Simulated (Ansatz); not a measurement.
Single-point calculation, with input and output: Al$_{3}$O

System: Al$_{3}$O (slab, 4 atoms in the cell).
Method: DFT, LDA, plane waves, PAW, no spin polarisation (Ansatz 0.2.0).

The structure derives from an entry of the Crystallography Open Database. Figures and captions count atoms from 1; the log counts them from 0 in places.

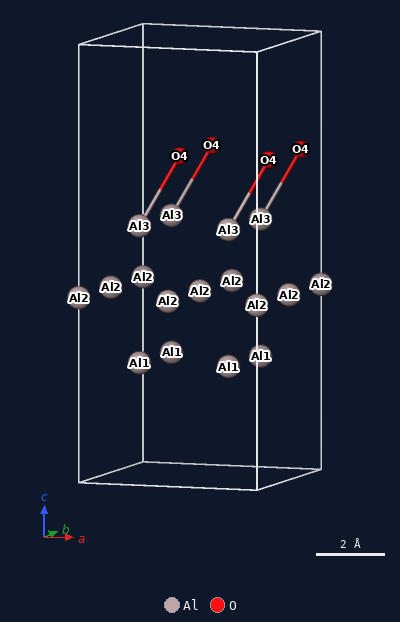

Fig. 1: The structure (ball-and-stick view of the 2 × 2 repeat of the cell, with the vacuum cut short, seen slightly off an axis; atoms are numbered from 1 in the order of the input).

**The input**
```yaml
crystal:
  lattice:
    - [2.8168432364, 0.0, 0.0]
    - [0.0, 2.8168432364, 0.0]
    - [0.0, 0.0, 21.1042970937]
  atoms:
    - { symbol: Al, position: [0.5, 0.5, 0.1895348602] }
    - { symbol: Al, position: [0.0, 0.0, 0.2867549192] }
    - { symbol: Al, position: [0.5, 0.5, 0.3840117042] }
    - { symbol: O, position: [0.8333333333, 0.8333333333, 0.4802006458] }
basis:
  ecutwfc: 420
kpoints:
  mp_grid: { grid: [9, 9, 1] }
hamiltonian:
  xc: lda
scf:
  occupations: { method: gaussian, width: 0.1 }
  convergence: { dr2_threshold: 1.0e-06 }
output:
  forces: true
  eigenvalues: true
efield:
  axis: 3
  dipole_correction: true
  ramp_width: 0.04
```

Hardware: 1 thread of Arm Neoverse V2, 24 GiB of memory available, shared host.

Command:
```bash
ansatz run input.yaml --threads 1 --pin off --max-ram 3072MiB --backend cpu --events-out ev --progress --plain --runs-dir out
```

**Log**
```
Warning: scf.convergence.dr2_threshold = 1e-6 eV is looser than this run's default, which is 1e-7 eV or tighter. The error in the forces grows as the threshold's square root, so leave the key out unless less accurate forces are enough
Engine: ansatz 0.2.0, aarch64-unknown-linux-gnu
Pseudopotentials: kind: paw
Pseudopotential: Al, paw, valence charge 3, recommended cutoff 420 eV (normal), Al.paw.azcp
Pseudopotential: O, paw, valence charge 6, recommended cutoff 420 eV (normal), O.paw.azcp
Functional definition: SPW92
  exchange = slater_x
  correlation = pw_c
Crystal: 4 atoms, lattice volume = 167.454 Å³
Basis set: ecut = 420 eV, 3339 PW (Γ)
Bands: 12, of which v1, the nominal top of the filled ones, is band 8 counted from 1 (7 counted from 0)
Symmetry: 2 space group operations
Space group: Cm (ITA 8), of the structure as read, at distance tolerance 5.5e-5 Å
k-points: 25 of 81 (time reversal used)
Non-local potential: Al, projectors of the file, l = 0: 2, l = 1: 2, l = 2: 1
Non-local potential: O, projectors of the file, l = 0: 2, l = 1: 2, l = 2: 1
PAW form: soft (Blöchl's): semilocal exchange-correlation on the pseudo side does not see the compensation charge
PAW frozen core: Al, regenerated for the run's functional, and the local potential with it (the file was generated under x = pbe(κ = 0.804, μ = 0.2195149727645171), c = pbe(β = 0.06672455060314922))
PAW frozen core: O, regenerated for the run's functional, and the local potential with it (the file was generated under x = pbe(κ = 0.804, μ = 0.2195149727645171), c = pbe(β = 0.06672455060314922))
PAW one-centre angular grid: Al, 110 points (default); XC on 64 Gauss nodes
PAW one-centre angular grid: O, 110 points (default); XC on 64 Gauss nodes
Initial density: superposition of atomic densities (neutral atoms: chi_scale 0, normalization atom), corrected by the library's trained network
Initial wavefunctions: pseudopotential atomic-orbital guess
Functional: x = slater, c = lda
SCF iter   1: F=—  HF=-2088.742457 eV  |F-HF|=—  |Δ(HF+E_count)|=         —  Δρ=5.95e-3  dr2=9.47e-2  ethr=1.77e-3  p=-0.218 e·Å  D=-2.35e-1 V/Å  ΔV_dip=4.96 eV  dr2_dipole=2.40e-2  V_vac-E_F(+/−)=9.11/4.14 eV  ⟨swp⟩=8.3  Hψ=2639  notcnv=0
efield: sawtooth ramp at fractional position 0.8149 (placed from the atoms, in the widest stretch of the axis that holds none; the zero of the levels goes with the place), width 0.0400; the density the first Hamiltonian is built on has a dipole p = -0.218 e·Å; the dipole correction subtracts the counter field D = -2.35e-1 V/Å, which shifts the + side's vacuum level by +4.96 eV against the − side's; the planar-averaged density in the ramp window peaks in size at 3.8e-5 e/Å³
preconditioner: auto → LDOS  [metal: Δε(μ)=0.065 eV  Ē_g=7.176 eV  σ=0.100 eV  W_gap=0.35  n_scr=12 (ndim 8)  ℏωp=11.1 eV  f_vac=0.529  D(μ)=3.34/eV (n_scr^D=12)  β→1.0]
SCF iter   2: F=—  HF=-2088.733013 eV  |F-HF|=—  |Δ(HF+E_count)|=   9.44e-3  Δρ=2.76e-3  dr2=9.88e-3  ethr=6.32e-4  p=-0.210 e·Å  D=-2.27e-1 V/Å  ΔV_dip=4.79 eV  dr2_dipole=4.91e-4  V_vac-E_F(+/−)=9.21/4.42 eV  ⟨swp⟩=2.8  Hψ=752  notcnv=0  defer=1
SCF iter   3: F=—  HF=-2088.731821 eV  |F-HF|=—  |Δ(HF+E_count)|=   1.19e-3  Δρ=1.44e-3  dr2=6.85e-3  ethr=6.59e-5  p=-0.216 e·Å  D=-2.34e-1 V/Å  ΔV_dip=4.93 eV  dr2_dipole=1.93e-3  V_vac-E_F(+/−)=9.25/4.32 eV  ⟨swp⟩=2.3  Hψ=458  notcnv=0  defer=1
SCF iter   4: F=—  HF=-2088.731703 eV  |F-HF|=—  |Δ(HF+E_count)|=   1.18e-4  Δρ=5.32e-4  dr2=7.06e-4  ethr=4.57e-5  p=-0.218 e·Å  D=-2.35e-1 V/Å  ΔV_dip=4.97 eV  dr2_dipole=1.48e-4  V_vac-E_F(+/−)=9.28/4.31 eV  ⟨swp⟩=1.0  Hψ=299  notcnv=0  defer=1
SCF iter   5: F=—  HF=-2088.731618 eV  |F-HF|=—  |Δ(HF+E_count)|=   8.52e-5  Δρ=1.47e-4  dr2=4.54e-5  ethr=4.70e-6  p=-0.218 e·Å  D=-2.35e-1 V/Å  ΔV_dip=4.97 eV  dr2_dipole=3.68e-6  V_vac-E_F(+/−)=9.29/4.32 eV  ⟨swp⟩=2.4  Hψ=495  notcnv=0  defer=1
SCF iter   6: F=—  HF=-2088.731622 eV  |F-HF|=—  |Δ(HF+E_count)|=   4.54e-6  Δρ=2.47e-5  dr2=1.84e-6  ethr=3.03e-7  p=-0.218 e·Å  D=-2.35e-1 V/Å  ΔV_dip=4.97 eV  dr2_dipole=1.73e-9  V_vac-E_F(+/−)=9.30/4.33 eV  ⟨swp⟩=2.5  Hψ=508  notcnv=0  defer=1
SCF iter   7: F=-2088.731625 eV  HF=-2088.731625 eV  |F-HF|=2.46e-7  |Δ(HF+E_count)|=   2.59e-6  Δρ=1.33e-5  dr2=3.46e-7  ethr=6.67e-9  p=-0.218 e·Å  D=-2.35e-1 V/Å  ΔV_dip=4.97 eV  dr2_dipole=3.04e-8  V_vac-E_F(+/−)=9.30/4.33 eV  ⟨swp⟩=9.7  Hψ=1918  notcnv=0
SCF 1 converged in 7 iterations: F = -2088.731625 eV  dr2 = 3.46e-7
  greatest PAW one-centre occupation: 0.882 electrons in one spin orbital (limit 2), on the O atom at site 3 (counted from 0), in its partial waves of l = 0
```

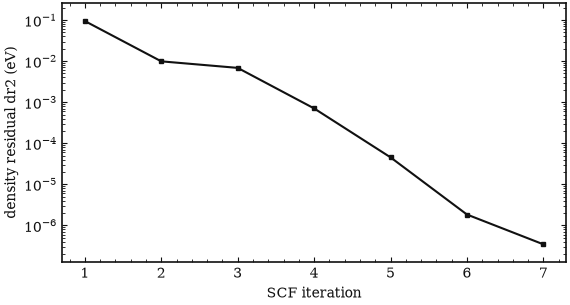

Fig. 2: Convergence of the self-consistent field: density residual dr2 against the SCF iteration. The residual falls at every step.

```
SCF converged after 7 iterations
Free energy (F): -2088.731625 eV
Harris-Foulkes:  -2088.731625 eV  (|F-HF|=2.46e-7)
Internal energy: -2088.714793 eV  (E = F + TS)
E sigma→0 (E₀):  -2088.723209 eV
Entropy (-TS):   -0.016832 eV (-4.208 meV/atom)
Fermi energy:    -2.027426 eV
Dipole field:    D = -0.235229 V/Å  (p = -0.217684 e·Å, saw-weighted, corrected)
Work function:   Φ+ = 9.2961 eV   Φ− = 4.3317 eV
Levels:          The Fermi level and band energies are counted from a zero that moves with the ramp; work functions are not
--- Per-component energies (eV) ---
  E_band       = -103.278877
  E_kinetic    = 227.785362
  E_local      = -3712.763595  (includes V_loc(G=0)·N_el)
  E_nonlocal   = 82.842399
  E_hartree    = 1757.498291
  E_xc         = -184.197405
  E_vxc        = -172.901821  (∫ρ·V_xc dr)
  E_paw        = -1473.967851  (= ΣΔE_a)
  E_vpaw       = -45.486009  (= ΣTr[D̂ρ^β])
  E_aug_tail   = 0.002199  (compensation charges beyond the density's cutoff)
  E_efield     = 0.025603  (sawtooth field / dipole correction)
  E_vefield    = 2.231012  (∫n·V_field dr)
  E_ewald      = 1213.796133
  E_core_change = 0.264071  (= ΣΔE_core)
  E_smearing   = -0.016832  (= −TS)
  E_closure    = 0.000000  (closes the sum)
  Σ components = -2088.731625   (vs F -2088.731625, Δ=0.00e0)
--- Forces (eV/Å), atoms counted from 1 ---
  atom   1  Al    -0.01150408    -0.01150408    -0.15867345
  atom   2  Al     0.03316140     0.03316140     0.22999507
  atom   3  Al     0.50746153     0.50746153     3.52898932
  atom   4  O     -0.52913474    -0.52913474    -3.59944966
  max |Σ_I F_I| component: 8.61e-4 eV/Å
--- Band table (eV; the first three rows and the last of 25) ---
  k-point 0: bands = ["-17.8442", "-12.5935", "-10.2696", "-6.8654", "-4.2625", "-1.9003", "-1.8849", "-1.7547", "1.0677", "2.7466", "4.0210", "4.2796"]
  k-point 1: bands = ["-17.7887", "-12.3664", "-10.0487", "-6.6608", "-4.1204", "-2.2951", "-1.8605", "-1.5672", "1.1434", "1.3759", "2.9741", "3.3853"]
  k-point 2: bands = ["-17.6438", "-11.6872", "-9.3893", "-6.0663", "-3.7485", "-3.0851", "-1.8262", "-1.7842", "-1.1324", "0.4395", "1.9314", "3.5157"]
  k-point 24: bands = ["-16.9477", "-5.5701", "-4.2602", "-4.0209", "-3.7587", "-3.2166", "-2.8230", "-2.5855", "-1.7974", "-1.2908", "-0.3487", "0.2853"]
```

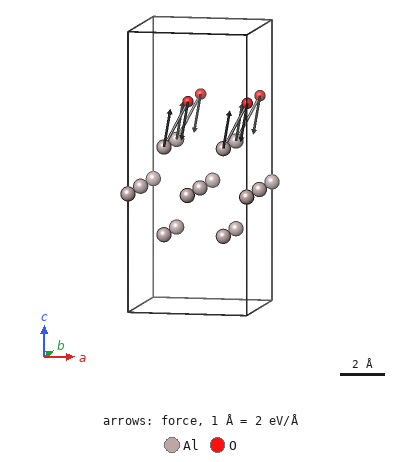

Fig. 3: Forces on the atoms as black arrows (ball-and-stick view of the 2 × 2 repeat of the cell, with the vacuum cut short, seen slightly off an axis); the smallest are left out. The largest act on O4 (3.68 eV/Å); Al3 (3.60 eV/Å). Atoms are counted from 1 in the order of the input and aren't labelled in the picture. The geometry is not a stationary point of this energy.

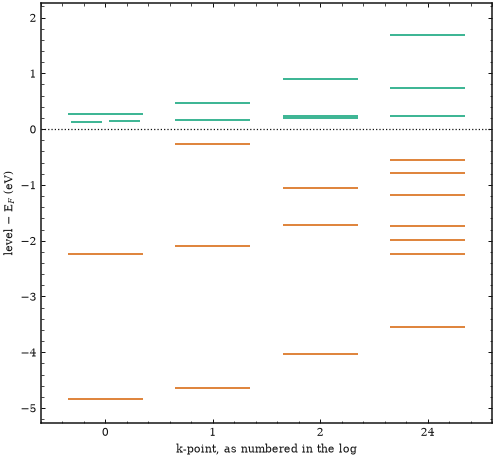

Fig. 4: Kohn–Sham levels near the Fermi level (dotted) at the few k-points that the log prints; levels within 0.02 eV of each other stand side by side. The system is metallic on the full mesh.

**Results in brief**

| quantity | value |
| --- | --- |
| outcome | converged |
| electrons treated | 15 |
| free energy | −2088.7316 eV |
| Fermi energy | −2.027 eV |
| gap on the k-point mesh | none (metallic) |
| largest force (length of the vector) | 3.676 eV/Å |
| wall time | 4.2 s |
| peak memory | 0.31 GiB |

**Notes**

Settings chosen away from the usual ones: scf.convergence.dr2_threshold set to 1e-06. Warnings of the run: the SCF threshold is loose for the printed forces. The cell holds an odd number of electrons but the run has no spin polarisation, so it comes out as a metal.
